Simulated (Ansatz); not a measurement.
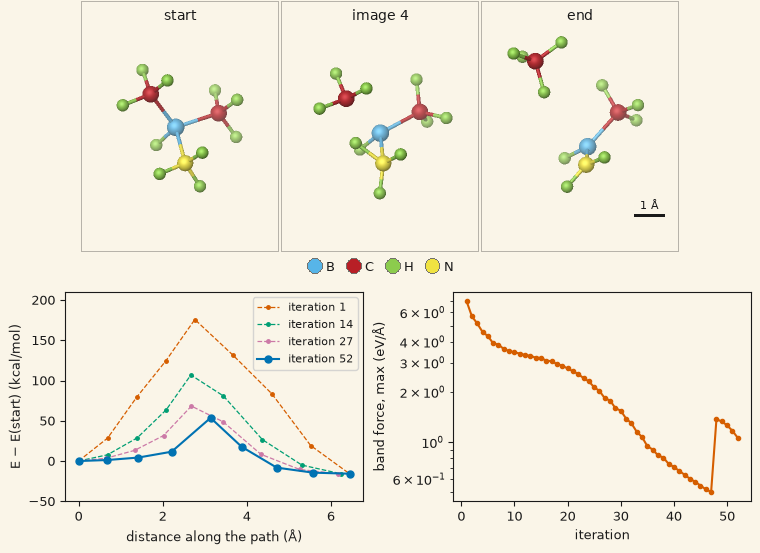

NEB run on C₂H₁₀BN. Images are numbered from 0 (start) to 8 (end). The plot follows the band through its iterations. Style: ball-and-stick. Shown at a tilt.

Theory: Ansatz 0.2.0, RKS B3LYP-D4/6-31G*. Set-up: 7 movable images; climbing image; force threshold 0.03 eV/Å; iteration limit 52; optimiser L-BFGS; largest step 0.02 Å; starting path through a guess of the saddle point.

Question: How did the profile develop, and is the result final?

Answer: The result isn't final. The band hadn't converged when the run stopped after 52 iterations. The largest component of the band force went from 7 to 1.1 eV/Å. The barrier read from it is provisional: over the last two iterations the highest image moved from 51.1 kcal/mol to 53.6 kcal/mol. The step length is far from the usual. The first iteration put the highest image at 175.8 kcal/mol. Forward barrier 53.6 kcal/mol, backward barrier 69.3 kcal/mol, with image 4 at the top; the reaction energy is −15.7 kcal/mol.
